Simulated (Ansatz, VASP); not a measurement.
# ZnSe (Stilleite) in two plane-wave programs, part 2 of 2

Wanted: the spread between two codes on one cell, functional and k mesh. The cell is taken from a series of VASP runs on this material, whose earlier steps may have relaxed, scaled or displaced it; both programs get it as it stands. Valence electrons are named where the data sets of a main pair hold unlike numbers.

VASP 6.6.1 and Ansatz 0.2.0.

So far. Step 2 (VASP: band structure, PBE): The run ends at a pressure of 2.14 GPa.

**6. VASP: band structure, r2SCAN, spin-orbit coupling**

Level of this step: r2SCAN, spin-orbit coupling; plane waves and PAW (Se, Zn) (VASP).

The same cell, functional, mesh and smearing now go to VASP, with its own data sets.

File INCAR:

```
SYSTEM = ZnSe
PREC = Accurate
ENCUT = 350
EDIFF = 1E-06
NELM = 100
ISMEAR = 0
SIGMA = 0.03
LREAL = .FALSE.
ALGO = Normal
METAGGA = R2SCAN
LASPH = .TRUE.
LNONCOLLINEAR = .TRUE.
MAGMOM = 0 0 0 0 0 0
NBANDS = 30
GGA_COMPAT = .FALSE.
LSORBIT = .TRUE.
LORBIT = 11
LWAVE = .FALSE.
LCHARG = .FALSE.
KPAR = 4
```

File POSCAR:

```
ZnSe
1.0
    0.0000000000      2.8338000000      2.8338000000
    2.8338000000      0.0000000000      2.8338000000
    2.8338000000      2.8338000000      0.0000000000
Se Zn
1 1
Direct
    0.7500000000      0.7500000000      0.7500000000
    0.0000000000      0.0000000000      0.0000000000
```

File KPOINTS:

```
Automatic mesh
0
Gamma
6 6 6
0 0 0
```

File KPOINTS_OPT:

```
Line mode
10
Line-mode
Reciprocal
  0.00000000   0.00000000   0.00000000 GAMMA
  0.50000000   0.00000000   0.50000000 X

  0.50000000   0.00000000   0.50000000 X
  0.50000000   0.25000000   0.75000000 W

  0.50000000   0.25000000   0.75000000 W
  0.37500000   0.37500000   0.75000000 K

  0.37500000   0.37500000   0.75000000 K
  0.00000000   0.00000000   0.00000000 GAMMA

  0.00000000   0.00000000   0.00000000 GAMMA
  0.50000000   0.50000000   0.50000000 L

  0.50000000   0.50000000   0.50000000 L
  0.62500000   0.25000000   0.62500000 U

  0.62500000   0.25000000   0.62500000 U
  0.50000000   0.25000000   0.75000000 W

  0.50000000   0.25000000   0.75000000 W
  0.50000000   0.50000000   0.50000000 L

  0.50000000   0.50000000   0.50000000 L
  0.37500000   0.37500000   0.75000000 K

  0.62500000   0.25000000   0.62500000 U
  0.50000000   0.00000000   0.50000000 X
```

The projector-augmented-wave data sets are Se and Zn (PBE family, release 64).

Command:

```sh
> mpirun -np 4 vasp_ncl
```

Numbers of over 12 decimals in the logs are rounded to 6 here.

The log of the run:

```text
[banner, memory and clock lines left out]
running    4 mpi-ranks, on    1 nodes
[...]
|                                                                             |
|               ----> ADVICE to this user running VASP <----                  |
|                                                                             |
|     You enforced a specific xc type in the INCAR file but a different       |
|     [... a line on the potential file left out ...]
|     I HOPE YOU KNOW WHAT YOU ARE DOING!                                     |
|                                                                             |

 LDA part: xc-table for (None), standard interpolation
 POSCAR, INCAR and KPOINTS ok, starting setup
[...]
entering main loop
       N       E                     dE             d eps       ncg     rms          rms(c)
DAV:   1     0.855442075623E+02    0.85544E+02   -0.66844E+03  1320   0.107E+03
DAV:   2    -0.173658420342E+02   -0.10291E+03   -0.96500E+02  1346   0.267E+02
[...]
DAV:  15    -0.249135156716E+02    0.12715E-05   -0.81743E-07   868   0.184E-02    0.979E-04
DAV:  16    -0.249135153850E+02    0.28663E-06   -0.95533E-08   762   0.269E-03
   1 F= -.24913515E+02 E0= -.24913515E+02  d E =-.295021E-26  mag=    -0.0000     0.0000    -0.0000
 Start KPOINTS_OPT (optional k-point list driver)
k-point batch [1-22\100]
       N       E                     dE             ncg
DAV:   1     0.655854293605E+03   -0.78586E+04     1328
DAV:   2    -0.157483883308E+04   -0.22307E+04     1334
DAV:   3    -0.178916641904E+04   -0.21433E+03     1570
DAV:   4    -0.179235417361E+04   -0.31878E+01     1552
DAV:   5    -0.179236713134E+04   -0.12958E-01     1534
DAV:   6    -0.179236723229E+04   -0.10094E-03     1552
DAV:   7    -0.179236723336E+04   -0.10750E-05     1276
DAV:   8    -0.179236723343E+04   -0.70587E-07     1206
[...]
k-point batch [89-100\100]
       N       E                     dE             ncg
DAV:   1     0.487183501479E+04   -0.59373E+04      720
DAV:   2     0.363620393339E+04   -0.12356E+04      720
DAV:   3     0.351724619409E+04   -0.11896E+03      886
DAV:   4     0.351547697157E+04   -0.17692E+01      836
DAV:   5     0.351547013172E+04   -0.68399E-02      846
DAV:   6     0.351547008254E+04   -0.49175E-04      856
DAV:   7     0.351547008208E+04   -0.46162E-06      690
```

From OUTCAR (step 6):

```text
  Total       -0.0538815     -0.0538815     -0.0538815      0.0000000     -0.0000000      0.0000000
  in kB       -1.8967610     -1.8967610     -1.8967610      0.0000000     -0.0000000      0.0000000
  external PRESSURE =      -1.8967610 kB  Pullay stress =       0.0000000 kB

 POSITION                                       TOTAL-FORCE (eV/Angst)
 -----------------------------------------------------------------------------------
      4.25070      4.25070      4.25070         0.000000      0.000000      0.000000
      0.00000      0.00000      0.00000        -0.000000     -0.000000     -0.000000
 -----------------------------------------------------------------------------------
    total drift:                               -0.000001     -0.000001     -0.000001

  FREE ENERGIE OF THE ION-ELECTRON SYSTEM (eV)
  ---------------------------------------------------
  free  energy   TOTEN  =       -24.9135153850 eV

  energy  without entropy=      -24.9135153850  energy(sigma->0) =      -24.91351538

 magnetization (x)
# of ion       s       p       d       tot
------------------------------------------
    1       -0.000   0.000   0.000   0.000
    2       -0.000  -0.000   0.000  -0.000
--------------------------------------------------
tot         -0.000  -0.000   0.000  -0.000

 magnetization (y)
# of ion       s       p       d       tot
------------------------------------------
    1        0.000   0.000   0.000   0.000
    2        0.000   0.000   0.000   0.000
--------------------------------------------------
tot          0.000   0.000   0.000   0.000

 magnetization (z)
# of ion       s       p       d       tot
------------------------------------------
    1       -0.000   0.000   0.000  -0.000
    2       -0.000  -0.000  -0.000  -0.000
--------------------------------------------------
tot         -0.000  -0.000  -0.000  -0.000

[... 1 part as in an earlier step ...]

[... 2 further parts left out ...]
[key lines of the parts left out:]
E-fermi :   1.6434
```

The run ends at a pressure of -0.19 GPa.

**7. Side by side**

What differs besides the data sets and the points named for the pairs above, as far as they apply: spin-orbit coupling enters by fully relativistic files in Ansatz and inside the spheres in VASP; VASP keeps PBE cores, Ansatz makes them for the functional; the data sets hold 28 valence electrons in Ansatz (on its fully relativistic PAW (standard-fr) files) and 18 in VASP; the cutoff is 500 eV in Ansatz and 350 eV in VASP. Total energies have different zeros and are not compared.

Compared:

| quantity | Ansatz | VASP | difference |
| --- | --- | --- | --- |
| pressure (GPa) | -0.05 | -0.19 | +0.14 |
| gap over the path points (eV) | 1.741 | 1.738 | +0.003 |

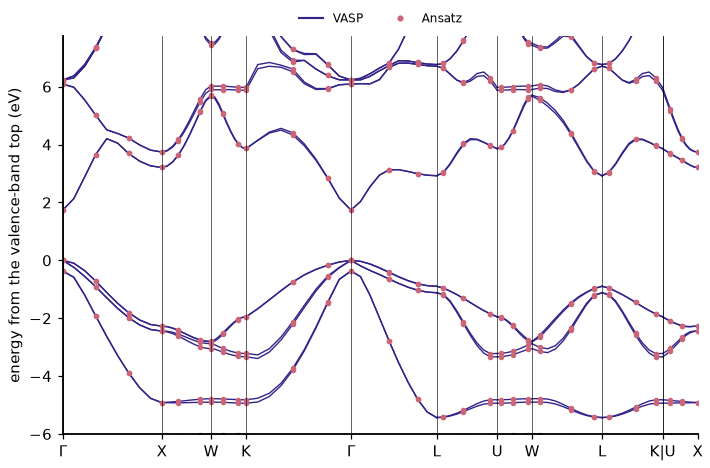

Bands from VASP (lines) and levels from Ansatz (dots). Dots without a line are higher empty bands that the VASP plot leaves out.

Levels at points of the path, from each program's valence-band top (eV; 8 filled, then empty):

| k (reciprocal lattice) | Ansatz | VASP |
| --- | --- | --- |
| 0.000 0.000 0.000 | -6.36 -6.36 -0.37 -0.37 0.00 0.00 0.00 0.00 1.74 1.74 6.10 6.10 6.24 6.24 | -6.34 -6.34 -0.37 -0.37 0.00 0.00 0.00 0.00 1.74 1.74 6.09 6.09 6.23 6.23 |
| 0.167 0.000 0.167 | -6.34 -6.34 -1.92 -1.92 -0.91 -0.91 -0.72 -0.72 3.66 3.66 5.02 5.02 7.33 7.33 | -6.32 -6.32 -1.92 -1.92 -0.91 -0.91 -0.72 -0.72 3.66 3.66 5.01 5.01 7.32 7.32 |
| 0.333 0.000 0.333 | -6.28 -6.28 -3.89 -3.89 -1.98 -1.98 -1.81 -1.81 3.70 3.70 4.23 4.23 9.43 9.43 | -6.26 -6.26 -3.89 -3.89 -1.98 -1.98 -1.81 -1.81 3.69 3.69 4.22 4.22 9.43 9.43 |
| 0.500 0.000 0.500 | -6.14 -6.14 -4.91 -4.91 -2.44 -2.44 -2.27 -2.27 3.21 3.21 3.75 3.75 11.33 11.33 | -6.12 -6.12 -4.91 -4.91 -2.44 -2.44 -2.27 -2.27 3.21 3.21 3.74 3.74 11.34 11.34 |
| 0.500 0.083 0.583 | -6.14 -6.11 -4.92 -4.87 -2.61 -2.55 -2.42 -2.41 3.63 3.64 4.13 4.18 10.46 10.56 | -6.12 -6.09 -4.92 -4.87 -2.61 -2.55 -2.42 -2.41 3.62 3.64 4.12 4.17 10.46 10.55 |
| 0.500 0.194 0.694 | -6.11 -6.03 -4.90 -4.79 -2.98 -2.83 -2.75 -2.74 5.13 5.15 5.47 5.58 8.14 8.19 | -6.09 -6.01 -4.91 -4.80 -2.98 -2.83 -2.76 -2.75 5.13 5.15 5.46 5.58 8.14 8.19 |
| 0.500 0.250 0.750 | -6.10 -6.02 -4.90 -4.78 -3.05 -2.88 -2.81 -2.80 5.67 5.71 5.91 6.03 7.43 7.50 | -6.08 -6.00 -4.90 -4.78 -3.05 -2.88 -2.82 -2.80 5.67 5.71 5.90 6.03 7.43 7.50 |
| 0.458 0.292 0.750 | -6.11 -6.03 -4.90 -4.79 -3.17 -3.04 -2.56 -2.51 5.05 5.10 5.90 6.02 7.87 7.92 | -6.09 -6.01 -4.91 -4.79 -3.17 -3.04 -2.56 -2.51 5.05 5.10 5.90 6.02 7.87 7.92 |
| 0.403 0.347 0.750 | -6.12 -6.05 -4.93 -4.81 -3.31 -3.20 -2.05 -2.03 4.02 4.04 5.88 5.98 9.11 9.18 | -6.10 -6.03 -4.93 -4.81 -3.31 -3.20 -2.05 -2.03 4.01 4.03 5.88 5.98 9.10 9.17 |
| 0.375 0.375 0.750 | -6.12 -6.05 -4.93 -4.82 -3.33 -3.22 -1.95 -1.95 3.87 3.87 5.88 5.98 9.51 9.51 | -6.10 -6.04 -4.94 -4.82 -3.33 -3.22 -1.95 -1.95 3.86 3.86 5.88 5.97 9.50 9.51 |

Among the levels compared at these points, filled levels agree within 23 meV and empty ones within 10 meV.

**8. Ansatz: dielectric response, LDA**

The response to a field tests empty states and converges slowly with the mesh.

The cell is taken from a series of VASP runs on this material, whose earlier steps may have relaxed, scaled or displaced it; both programs get it as it stands.

File input.yaml:

```yaml
crystal:
  lattice:
    - [0.0, 2.8338, 2.8338]
    - [2.8338, 0.0, 2.8338]
    - [2.8338, 2.8338, 0.0]
  atoms:
    - { symbol: Se, position: [0.75, 0.75, 0.75] }
    - { symbol: Zn, position: [0.0, 0.0, 0.0] }
hamiltonian:
  xc: lda
  pseudopotentials: { kind: paw }
kpoints:
  mp_grid: { grid: [12, 12, 12] }
scf:
  occupations: { method: fixed }
dielectric:
  method: response
```

Command:

```sh
> ansatz run input.yaml --threads 2 --pin off --max-ram 4608MiB --backend cpu --events-out ev --progress --plain --runs-dir out
```

The log of the run:

```text
[...]
Crystal: 2 atoms, lattice volume = 45.513 Å³
Basis set: ecut = 420 eV, 893 PW (Γ), exchange–correlation on 54×54×54 points (8 copies of the dense FFT grid, shifted against one another)
Bands: 18, of which v1, the nominal top of the filled ones, is band 14 counted from 1 (13 counted from 0)
Symmetry: 24 space group operations
k-points: 280 of 1728 (irreducible under 4 space group operations, time reversal used)
[...]
site 0:
        -2.05775   -0.00000   -0.00000
        -0.00000   -2.05775   -0.00000
         0.00000   -0.00000   -2.05775
    site 1:
         2.05775    0.00000    0.00000
         0.00000    2.05775    0.00000
        -0.00000    0.00000    2.05775
  Z* charge neutrality: 4.239e-4 e pre-enforcement
  solved inside a basis spanned on kpoints, on 14×14×14 k-points transformed towards the longest dipole: ε∞ is read to err by 2.1e-2, Z* by 1.7e-2 e (field_mesh: kpoints solves on kpoints); Z* is corrected for what the basis lacks
[key lines of the parts left out:]
SCF converged after 8 iterations
Free energy (F): -8630.824834 eV
Fermi energy:    6.452935 eV
```

Wall time 2.5 min (2 threads of Arm Neoverse N1, shared host); peak memory 1.3 GiB; 4.9 min of CPU time.

**9. VASP: dielectric response, LDA**

The same cell, functional (in two slightly different forms) and mesh now go to VASP, with its own data sets.

File INCAR:

```
SYSTEM = ZnSe
PREC = Accurate
ENCUT = 350
EDIFF = 1E-08
NELM = 100
ISMEAR = 0
SIGMA = 0.01
LREAL = .FALSE.
ALGO = Normal
GGA = CA
NBANDS = 15
LORBIT = 11
LWAVE = .FALSE.
LCHARG = .FALSE.
KPAR = 4
LEPSILON = .TRUE.
LPEAD = .TRUE.
```

POSCAR is that of step 6.

File KPOINTS:

```
Automatic mesh
0
Gamma
12 12 12
0 0 0
```

Potentials, in the order of the species: Se and Zn (LDA family, release 64).

Command:

```sh
> mpirun -np 4 vasp_std
```

The log of the run:

```text
[banner, memory and clock lines left out]
running    4 mpi-ranks, on    1 nodes
[...]
LDA part: xc-table for (Slater(with rela. corr.)+CA(PZ))
 , standard interpolation
 POSCAR, INCAR and KPOINTS ok, starting setup
[...]
entering main loop
       N       E                     dE             d eps       ncg     rms          rms(c)
DAV:   1     0.718482046809E+02    0.71848E+02   -0.70895E+03  2168   0.104E+03
DAV:   2    -0.349209216491E+01   -0.75340E+02   -0.71670E+02  2454   0.217E+02
DAV:   3    -0.762503775309E+01   -0.41329E+01   -0.41210E+01  2580   0.539E+01
DAV:   4    -0.765561052605E+01   -0.30573E-01   -0.30570E-01  2629   0.502E+00
[...]
DAV:  11    -0.735034847654E+01    0.31130E-05   -0.86078E-06  3287   0.500E-02    0.378E-03
DAV:  12    -0.735034857002E+01   -0.93478E-07   -0.15899E-06  2503   0.884E-03    0.159E-03
DAV:  13    -0.735034857283E+01   -0.28183E-08   -0.49991E-08  2573   0.243E-03
   1 F= -.73503486E+01 E0= -.73503486E+01  d E =-.137465E-20
[...]
RMM:  10    -0.875038855668E+00   -0.10146E-05    0.59336E-07 13283   0.208E-04    0.444E-05
RMM:  11    -0.875038850979E+00    0.46886E-08   -0.27335E-07 10911   0.905E-05    0.683E-06
 change of polarisation eV/A/(eV/A) component  2 :     0.318     1.655     0.181
 dielectric tensor                  component  2 :     1.264     7.578     0.719
 Linear response to external field, progress :
  Direction:   3
       N       E                     dE             d eps       ncg     rms          rms(c)
RMM:   1    -0.821224590115E+00   -0.82122E+00   -0.34492E+00  6763   0.357E+00
RMM:   2    -0.893523336486E+00   -0.72299E-01   -0.15768E-02  7529   0.693E-01    0.143E+00
RMM:   3    -0.851761549186E+00    0.41762E-01   -0.28970E-02 14813   0.863E-01    0.759E-01
RMM:   4    -0.865444276679E+00   -0.13683E-01   -0.27353E-02 17770   0.865E-01    0.144E-01
[...]
RMM:   9    -0.875038547929E+00   -0.81841E-06   -0.75194E-08 14731   0.737E-04    0.665E-05
RMM:  10    -0.875038706833E+00   -0.15890E-06   -0.68147E-09 13335   0.211E-04    0.442E-05
RMM:  11    -0.875038169155E+00    0.53768E-06    0.12174E-08 10935   0.917E-05    0.731E-06
 change of polarisation eV/A/(eV/A) component  3 :     0.262     0.317     1.655
 dielectric tensor                  component  3 :     1.042     1.262     7.578
 Born effective charges drift removed
```

Parts of OUTCAR (step 9):

```text
  Total       -0.9458498     -0.9458498     -0.9458498      0.0000000     -0.0000000      0.0000000
  in kB      -33.2962374    -33.2962374    -33.2962374      0.0000000     -0.0000000      0.0000000
  external PRESSURE =     -33.2962374 kB  Pullay stress =       0.0000000 kB

 POSITION                                       TOTAL-FORCE (eV/Angst)
 -----------------------------------------------------------------------------------
      4.25070      4.25070      4.25070        -0.000000     -0.000000     -0.000000
      0.00000      0.00000      0.00000         0.000000      0.000000      0.000000
 -----------------------------------------------------------------------------------
    total drift:                                0.000003      0.000003      0.000002

 MACROSCOPIC STATIC DIELECTRIC TENSOR (including local field effects in DFT)
 ------------------------------------------------------
           7.578229     0.000000     0.000000
           0.000000     7.578229     0.000000
          -0.000000    -0.000000     7.578229
 ------------------------------------------------------

[... 1 part as in an earlier step ...]

[... 1 further part left out ...]
```

Energies printed during the response cycles are not total energies of the cell. The dielectric response converges more slowly with the mesh than energies do, so tensor and charges may still move on a finer one.

**10. Side by side**

What differs besides the data sets and the points named for the pairs above, as far as they apply: the two LDA forms differ slightly; VASP's response is taken on the typed mesh, Ansatz refines its own for the field response alone; the data sets hold 28 valence electrons in Ansatz (on its default PAW (the set named soft_2) files) and 18 in VASP; VASP's log shows a relativistic correction to its local exchange, Ansatz's none. Total energies have different zeros and are not compared.

Both answers:

| quantity | Ansatz | VASP | difference |
| --- | --- | --- | --- |
| ε∞ xx | 7.71 | 7.58 | +1.77 % |
| ε∞ yy | 7.71 | 7.58 | +1.77 % |
| ε∞ zz | 7.71 | 7.58 | +1.77 % |
| Born charge of Se1 (mean of the diagonal) (e) | -2.06 | -2.05 | -0.01 |
| Born charge of Zn2 (mean of the diagonal) (e) | 2.06 | 2.05 | +0.01 |

**11. What came out**

```yaml
largest_difference_of_a_filled_level_at_the_path_points_band_structure_pbe: 5.8 meV
largest_difference_of_a_filled_level_at_the_path_points_band_structure_r2scan_spin_orbit_coupling: 23 meV
difference_in_eps_infinity_xx_dielectric_response_lda: 1.8 %
```

In words: The difference in ε∞ xx is 1.8 % (dielectric response, LDA), within the 5 % picked in this series as the mark of a large difference. The data sets hold unlike numbers of valence electrons (28 in Ansatz and 18 in VASP), so part of the differences comes from the potentials. 2 further runs of this series are not shown here. How closely two codes agree says nothing of how well the functional describes the real material.

[Lines on the potential files, build, host, timing and source positions are cut from VASP's logs without a mark.]

[Logs are printed without paths, hosts, clocks, repeated set-up lines and the standing remarks that a program may print on its own settings, such as how far it seeks lower states.]

[Hosts, paths, dates, database ids (printed as entryN), source tags and the programs' standing remarks are cut or masked in the printed files.]
